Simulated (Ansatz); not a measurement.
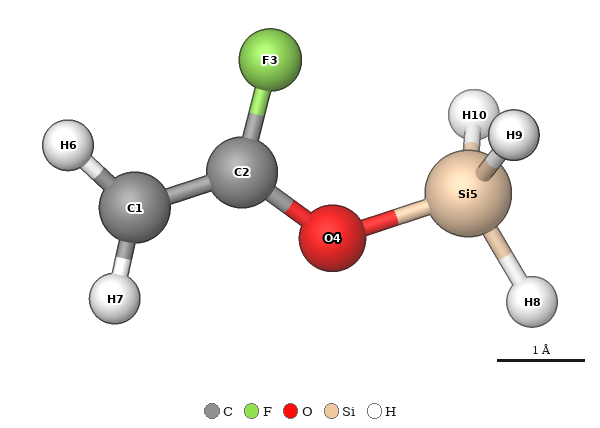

Figure 1. The structure (ball-and-stick view, seen at a tilt; atoms are numbered from 1 in the order of the input). Bond lengths as drawn: C–C 1.32 Å, C–F 1.34 Å, C–H 1.08 Å, C–O 1.32 Å, H–Si 1.48 Å and O–Si 1.67 Å.

# What a change does: single-point calculation on C$_{2}$H$_{5}$FOSi

System: C$_{2}$H$_{5}$FOSi, SMILES C=C(F)O[SiH3].
Method of the first run: RKS PBE0-D4/def2-TZVPP (Ansatz 0.2.0).

The geometry comes from this level: PBE0-D4/def2-TZVP. Text and figures count atoms from 1; the logs count them from 0 in places.

**Input, the first run**
```yaml
crystal:
  periodic: [false, false, false]
  atoms:
    - {symbol: C, position_ang: [-1.329934, 0.838819, 1.430757]}
    - {symbol: C, position_ang: [-0.314082, 0.429771, 0.692545]}
    - {symbol: F, position_ang: [0.951983, 0.742551, 1.012991]}
    - {symbol: O, position_ang: [-0.379922, -0.304243, -0.406953]}
    - {symbol: Si, position_ang: [0.908979, -0.822395, -1.337652]}
    - {symbol: H, position_ang: [-1.149186, 1.436406, 2.310197]}
    - {symbol: H, position_ang: [-2.335681, 0.570950, 1.147390]}
    - {symbol: H, position_ang: [0.263963, -1.591538, -2.422424]}
    - {symbol: H, position_ang: [1.811254, -1.686792, -0.541311]}
    - {symbol: H, position_ang: [1.655927, 0.335373, -1.882641]}
basis:
  gaussian: {orbitals: def2-TZVPP}
hamiltonian: {xc: pbe0, dispersion: d4}
output: {orbitals: {seedname: orbitals}}
```

Command:
```bash
ansatz run in.yaml --threads 4 --pin off --events-out ev --progress --plain --max-ram 10444MiB
```

Hardware: 4 threads of Arm Neoverse V2, 23 GiB of memory available, shared host.

**Output (the first run)**
```
Functional definition: PBE0
  parameter a = 0.25
  parameter kappa = 0.804
  parameter beta = 0.06672455060314922
  exchange = (1 - a)*pbe_x(kappa = kappa, mu = beta*pi^2/3) + a*exact_x
  correlation = pbe_c(beta = beta)
1253 factors; their error is unknown
mean field evaluation 1: about -14783.2265 eV, gradient 5.8e1 eV
mean field evaluation 2: about -14779.7177 eV, gradient 6.9e1 eV
mean field evaluation 4: about -14789.4770 eV, gradient 3.4e0 eV
mean field evaluation 8: about -14789.5276 eV, gradient 4.1e-1 eV
mean field evaluation 16: about -14789.5278 eV, gradient 1.6e-5 eV
mean field -14789.52777479 eV, -543.5051210216 hartree, gradient 1.6e-5 eV, S^2 0.000000; 0 other end points of the search recorded, 0 dependent functions left out
reference -14789.52780674 eV, -543.5051221958 hartree; 24, 24 occupied and 212, 212 virtual orbitals, 1253 factors
Total energy: -14789.68265114 eV, -543.5108126224 hartree
```

The input of the second run differs as follows (lines with − go, lines with + come):
```diff
-hamiltonian: {xc: pbe0, dispersion: d4}
+hamiltonian: {xc: {name: wB97X-V}}
```

What does this change do to the results?

The total energies belong to different models, so their difference says nothing on which is more stable or more accurate. The HOMO goes from −6.98 to −9.33 eV. The LUMO goes from 0.02 to 2.05 eV. On the same kind of shared host the second run took about 2.7 times as long.

**Output (the second run)**
```
Functional definition: wB97X-V
  parameter omega = 0.3/bohr
  parameter cx = 0.167
  parameter cx1 = 0.603
  parameter cx2 = 1.194
  parameter css0 = 0.556
  parameter css1 = -0.257
  parameter cos0 = 1.219
  parameter cos1 = -1.850
  parameter b = 6.0
  parameter c = 0.01
  exchange = spin_sum(e_x_unif_sr(omega)*poly(b97_u_x, 1 - cx, cx1, cx2)) + cx*exact_x_sr(omega) + exact_x_lr(omega)
  correlation = spin_sum(e_c_pw_same_spin*poly(b97_u_same, css0, css1))
      + integral(e_c_pw_opposite_spin*poly(b97_u_opposite, cos0, cos1)) + vv10(b, c)
1253 factors; their error is unknown
289 factors; integrals over basis functions are off by at most 1.2e-5 eV
mean field evaluation 1: about -14792.4699 eV, gradient 4.9e1 eV
mean field evaluation 2: about -14793.7818 eV, gradient 4.3e1 eV
mean field evaluation 4: about -14796.7971 eV, gradient 2.1e0 eV
mean field evaluation 8: about -14796.8159 eV, gradient 5.8e-2 eV
mean field evaluation 16: about -14796.8283 eV, gradient 3.6e-5 eV
mean field -14796.82830796 eV, -543.7734106671 hartree, gradient 3.6e-5 eV, S^2 0.000000; 0 other end points of the search recorded, 0 dependent functions left out
reference -14796.82830581 eV, -543.7734105882 hartree; 24, 24 occupied and 212, 212 virtual orbitals, 1253 factors
Total energy: -14796.82830581 eV, -543.7734105882 hartree
```

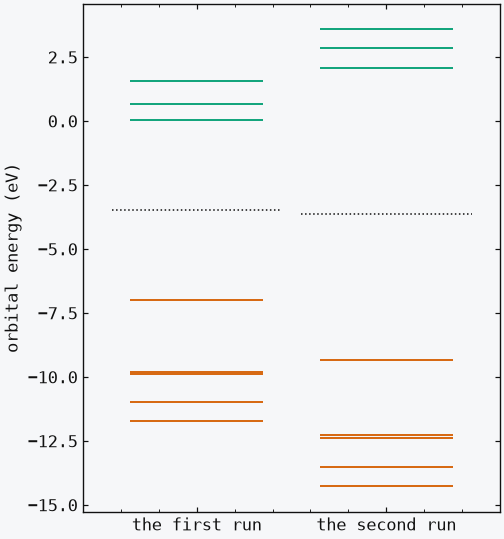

Figure 2. The five highest filled and three lowest empty orbital energies of the two runs; the dotted lines part filled from empty levels. The HOMO–LUMO gap is 7.00 eV in the first run and 11.38 eV in the second run.

**The two runs side by side**

| quantity | the first run | the second run |
| --- | --- | --- |
| outcome | converged | converged |
| total energy (hartree) | −543.510813 | −543.773411 |
| HOMO (eV) | −6.98 | −9.33 |
| LUMO (eV) | 0.02 | 2.05 |
| basis functions | 236 | 236 |
| wall time (shared host) | 2.1 s | 5.5 s |
